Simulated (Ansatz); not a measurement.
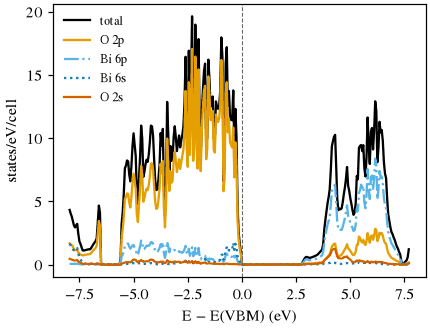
Total and projected density of states of SiBi$_{2}$O$_{5}$ in space group Cmc2_1 (No. 36; Pearson symbol oS32), plane-wave PAW PBEsol (Ansatz code)

Which orbitals carry the states next to the gap?

Top 1 eV of the valence band: O 2p 84 %, Bi 6s 9 %. Bottom 1 eV of the conduction band: Bi 6p 64 %, O 2p 15 %, O 2s 11 %. Projections are on Löwdin-orthogonalised atomic valence shells; empty p or d shells of many metals are not among them.

Where is the tallest occupied peak in this window, and what makes it?

Near -2.3 eV, about 20 states/eV per cell; the largest projected share is O 2p.

The first step of the workflow began from a Materials Project structure, measured or hypothetical; the Crystallography Open Database copy checked does not list it. Whether it is the stable phase at ambient conditions was not checked. Symmetry was held in the PBEsol relaxation; of distortions, only those at the zone centre were tested. Spin–orbit coupling is left out wherever it is not named.

Potentials: the later of the program's two PAW sets.
